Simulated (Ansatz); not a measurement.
## Fields on a plane of TaN (rock salt)

```yaml
crystal:
  lattice:
    - [0.00000, 2.18730, 2.18730]
    - [2.18730, 0.00000, 2.18730]
    - [2.18730, 2.18730, 0.00000]
  atoms:
    - { symbol: N, position: [0.00000, 0.00000, 0.00000] }
    - { symbol: Ta, position: [0.50000, 0.50000, 0.50000] }
```

The slice is a {100} plane (indices of the conventional cell) through the point (0.500, 0.500, 0.500) (fractional), spanned by u = [100] and v = [0 1 -1] in vectors of this cell: u (3.09 Å) and v (3.09 Å, at 90° to u). It covers one period; positions are fractions (u, v).

Atoms on it: N at (0.50, 0.50); Ta at (0.00, 0.00).

Level of theory: PBEsol (plane waves to 420 eV, PAW, scalar-relativistic; Ansatz, a quantum-chemistry and plane-wave program). k mesh 18×18×18. These are valence fields of a PAW run, semicore shells included where kept as valence: close to a nucleus they are smooth pseudo fields. Spin-orbit coupling is left out, though Ta is heavy. TaN is run without spin polarisation. TaN was relaxed with its symmetry unable to fall. The PAW data are Ansatz's earlier set. This is a high-temperature form of TaN.

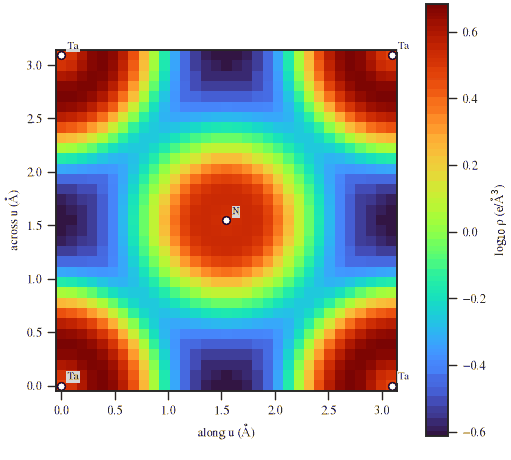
Figure. Log₁₀ of the valence density in e/Å³, one period of the plane, atoms marked. The scale is logarithmic, as a density can span decades between atoms and voids.

```
v \ u  0.00  0.09  0.19  0.28  0.38  0.47  0.56  0.66  0.75  0.84  0.94
-----  ----  ----  ----  ----  ----  ----  ----  ----  ----  ----  ----
0.88      x  0.70  0.67  0.25  0.18  0.34  0.30  0.15  0.39  0.72  0.66
0.75   0.66  0.51  0.19  0.23  0.64  0.76  0.74  0.52  0.16  0.27  0.60
0.62   0.16  0.16  0.34  0.74  0.78     x  0.67  0.80  0.64  0.23  0.15
0.50   0.22  0.28  0.57  0.80     x     x     x  0.72  0.76  0.45  0.24
0.38   0.16  0.16  0.34  0.74  0.78     x  0.67  0.80  0.64  0.23  0.15
0.25   0.66  0.51  0.19  0.23  0.64  0.76  0.74  0.52  0.16  0.27  0.60
0.12      x  0.70  0.67  0.25  0.18  0.34  0.30  0.15  0.39  0.72  0.66
0.00      x     x  0.77  0.49  0.16  0.21  0.19  0.19  0.66  0.73     x
```

Values: electron localisation function (ELF). Points within 0.4 Å of a nucleus are blanked (x), as the pseudised field means little there.

The density on the N–Ta line (2.19 Å) at its density minimum, 1.0 Å from N comes out as 0.56 e/Å³ and the ELF at that point is 0.2.
